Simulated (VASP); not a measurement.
Band structure of Al₄PSb₃ (ordered alloy cell). All values below come from PBEsol GGA, VASP's PBE PAW potentials (set 64) (plane waves; VASP).

Unless said otherwise, spin-orbit coupling is left out, though it shifts the bands of the heavy elements here.

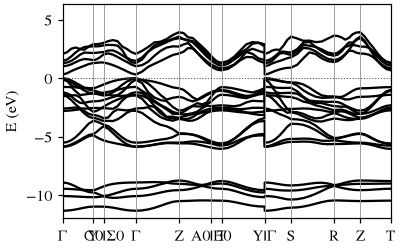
*Bands along high-symmetry lines, zero at the valence-band maximum or, without a gap, the Fermi level*

Read the plot: is there a gap, and where are the band edges?

The gap is direct, 0.31 eV, from the valence maximum at Γ to the conduction minimum at Γ. (Edges off the drawn lines would not show.)

The structure was generated: Al4PSb3 was put into an ordered model structure (Amm2), which need not be its known phase. It was relaxed first.
